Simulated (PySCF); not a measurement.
```yaml
atoms:
  - { symbol: N, position_ang: [-2.5140, 1.7058, -0.0794] }
  - { symbol: B, position_ang: [-1.1547, 1.5719, 0.1215] }
  - { symbol: Si, position_ang: [-0.3131, -0.1598, -0.1080] }
  - { symbol: C, position_ang: [1.5391, -0.4435, 0.1422] }
  - { symbol: C, position_ang: [2.5005, 0.6666, -0.1789] }
  - { symbol: C, position_ang: [2.2479, 0.2952, 1.2433] }
  - { symbol: C, position_ang: [-1.0500, -1.4677, -1.2844] }
  - { symbol: C, position_ang: [-1.2879, -1.7724, 0.1869] }
  - { symbol: H, position_ang: [-3.1115, 0.9388, -0.3422] }
  - { symbol: H, position_ang: [-3.0230, 2.5693, 0.0188] }
  - { symbol: H, position_ang: [-0.5670, 2.5430, 0.4301] }
  - { symbol: H, position_ang: [1.9095, -1.4427, -0.0533] }
  - { symbol: H, position_ang: [2.0988, 1.6025, -0.5389] }
  - { symbol: H, position_ang: [3.4568, 0.4133, -0.6134] }
  - { symbol: H, position_ang: [1.6744, 0.9778, 1.8534] }
  - { symbol: H, position_ang: [3.0302, -0.2144, 1.7867] }
  - { symbol: H, position_ang: [-0.4048, -2.1571, -1.8084] }
  - { symbol: H, position_ang: [-1.9310, -1.2366, -1.8670] }
  - { symbol: H, position_ang: [-2.3165, -1.7298, 0.5169] }
  - { symbol: H, position_ang: [-0.7890, -2.6498, 0.5710] }
```

Geometry: GFN2-xTB.

The calculation used PySCF, PBE0/pcSseg-1, SCF density, gas phase, non-relativistic.

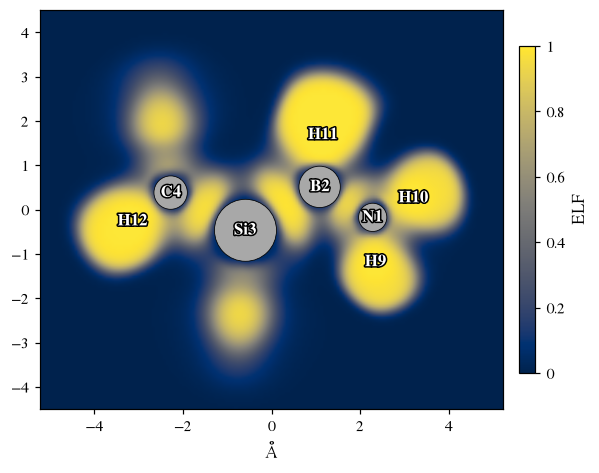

C5H12BNSi (SMILES NB[Si]1(C2CC2)CC1). Electron localisation function on the plane of atoms H9, N1 and H10. Grey discs cover the atomic cores.

Question: Read the bonding off the picture.

Answer:
- Atoms in the plane: N, B, Si, C and H.
- B–N (1.38 Å): the ELF peaks at about 0.90 between the atoms, as expected for a polar covalent bond.
- C–Si (1.89 Å): the ELF peaks at about 0.95 between the atoms: a shared electron pair.
- Si–B (1.94 Å): the ELF peaks at about 1 between the atoms, as expected for a covalent bond.
- N–H (1.01 Å): the ELF climbs to about 1 towards the hydrogen, as it does in any bond to H: an ordinary covalent bond to hydrogen.
- C–H (1.08 Å): the ELF climbs to about 1 towards the hydrogen; a covalent bond by its length.
